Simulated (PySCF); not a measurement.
# One shape, several levels: OF2 (oxygen difluoride)

Wanted: a comparison of 5 runs (HF/STO-3G, B3LYP/cc-pVTZ, CAM-B3LYP/cc-pVTZ, wB97M-V/cc-pVTZ, SCS-MP2/cc-pVTZ) of OF2 (oxygen difluoride). Input form: a Python script.

The calculation is run with PySCF 2.14.0.

1 further run of the same task is left out (set aside as unsound or not needed).

### 1 The system as given

The species is OF2 (3 atoms), meant as a singlet with charge 0. SMILES: `FOF`. The coordinates come from a GFN2-xTB relaxation.

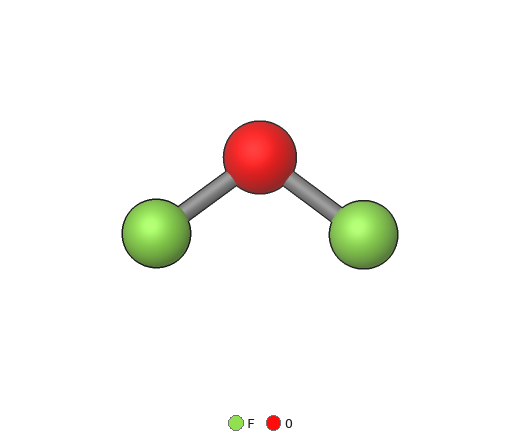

Viewed from a chosen angle; fluorine green, oxygen red.

### 2 A single-point energy at HF/STO-3G (run 1)

input.py

```python
from pyscf import gto, scf

mol = gto.Mole()
mol.atom = 'F 0.956190 -0.330530 0.490900; O 0.000730 0.544900 0.060070; F -0.956920 -0.214370 -0.550970'
mol.max_memory = 1860
mol.basis = 'sto-3g'
mol.verbose = 3
mol.charge = 0
mol.build()

mf = scf.RHF(mol)
mf.conv_tol = 1e-10
mf.kernel()
if not mf.converged:
    mf = mf.newton().run(mf.mo_coeff, mf.mo_occ)

e_final = mf.e_tot
print(f'total energy: {e_final:.8f} hartree')
```

The run is started by

```sh
$ OMP_NUM_THREADS=1 python input.py
```

The program printed:

```text
converged SCF energy = -269.796707300828
total energy: -269.79670730 hartree
```

Run time: 0.5 s. Hardware: 1 thread of Arm Neoverse V2, shared host; peak memory 0.099 GiB.

### 3 A single-point energy at B3LYP/cc-pVTZ (run 2)

start.xyz

```xyz
3
F2O
F      0.956190    -0.330530     0.490900
O      0.000730     0.544900     0.060070
F     -0.956920    -0.214370    -0.550970
```

job.py

```python
# oxygen difluoride
from pyscf import gto, dft

mol = gto.M(
    atom='start.xyz',
    charge=0,
    basis='cc-pvtz',
    max_memory=1860,
    verbose=3,
    spin=0,
)

mf = dft.RKS(mol)
mf.xc = 'b3lyp'
mf.conv_tol = 1e-10
mf.grids.level = 5
mf.kernel()
if not mf.converged:
    mf = mf.newton().run(mf.mo_coeff, mf.mo_occ)

e_tot = mf.e_tot
print('E(%s) = %.9f' % ('B3LYP', e_tot))
```

The run is started by

```sh
$ OMP_NUM_THREADS=1 python job.py
```

The program printed:

```text
converged SCF energy = -274.766355226142
E(B3LYP) = -274.766355226
```

Wall time 8.1 s (1 thread of Arm Neoverse V2, shared host); peak memory 0.43 GiB.

Runs 3 to 4 aren't shown in full; the table further down has their settings and results.

### 4 A single-point energy at SCS-MP2/cc-pVTZ (run 5)

job.py

```python
from pyscf import gto, mp

mol = gto.Mole()
mol.atom = '''
F        0.956190      -0.330530       0.490900
O        0.000730       0.544900       0.060070
F       -0.956920      -0.214370      -0.550970
'''
mol.spin = 0
mol.basis = 'cc-pvtz'
mol.max_memory = 1860
mol.charge = 0
mol.verbose = 3
mol.build()

mf = mol.RHF()
mf.conv_tol = 1e-10
mf.kernel()
if not mf.converged:
    mf = mf.newton().run(mf.mo_coeff, mf.mo_occ)

pt = mp.MP2(mf, frozen=3).run()
energy = mf.e_tot + 1.2 * pt.e_corr_os + pt.e_corr_ss / 3
print(f'total energy: {energy:.8f} hartree')
```

The run is started by

```sh
$ OMP_NUM_THREADS=1 python job.py
```

The program printed:

```text
converged SCF energy = -273.563617593545
E(RMP2) = -274.315241420507  E_corr = -0.751623826962106
E(SCS-RMP2) = -274.298122434093  E_corr = -0.734504840548221
total energy: -274.29812243 hartree
```

Wall time 1.6 s (1 thread of Arm Neoverse V2, shared host); peak memory 0.21 GiB.

### 5 The series

| run | level | integration grid | nlc grid | energy (Eh) | dipole moment (D) of the reference | HOMO energy (eV) | LUMO energy (eV) | wall time |
| --- | --- | --- | --- | --- | --- | --- | --- | --- |
| 1 | HF/STO-3G | – | – | -269.796707 | 0.25 | -10.85 | 10.75 | 0.5 s |
| 2 | B3LYP/cc-pVTZ | 5 | – | -274.766355 | 0.21 | -9.12 | -2.04 | 8.1 s |
| 3 | CAM-B3LYP/cc-pVTZ | 5 | – | -274.698855 | 0.22 | -11.07 | -0.34 | 12 s |
| 4 | wB97M-V/cc-pVTZ | 5 | 1 | -274.700046 | 0.22 | -11.97 | 1.12 | 30 s |
| 5 | SCS-MP2/cc-pVTZ | – | – | -274.298122 | 0.32 | -15.40 | 4.42 | 1.6 s |

### 6 Summary of results

| quantity | value |
| --- | --- |
| run 5: total energy | -274.29812 Eh |
| run 5: dipole moment (Hartree–Fock density) | 0.32 D |
| run 5: HOMO energy (Hartree–Fock orbitals) | -15.40 eV |
| run 5: LUMO energy (Hartree–Fock orbitals) | 4.42 eV |
| run 5: HOMO–LUMO gap (Hartree–Fock orbitals) | 19.82 eV |
| run 5: correlation energy (3 core orbitals frozen) | -734.5 mEh |

**Reading.** Over runs 1, 2, 3, 4 the dipole moment (its size) runs from 0.21 D (B3LYP/cc-pVTZ) to 0.25 D (HF/STO-3G). The two ends differ in method and basis. The two dipoles point in opposite directions. Over runs 1, 2, 3, 4 the HOMO–LUMO gap runs from 7.08 eV (B3LYP/cc-pVTZ) to 21.61 eV (HF/STO-3G). Totals of different functionals can't be ranked against each other. In run 1 the basis is minimal, so the values are rough. All runs together took 53 s, the longest 30 s.
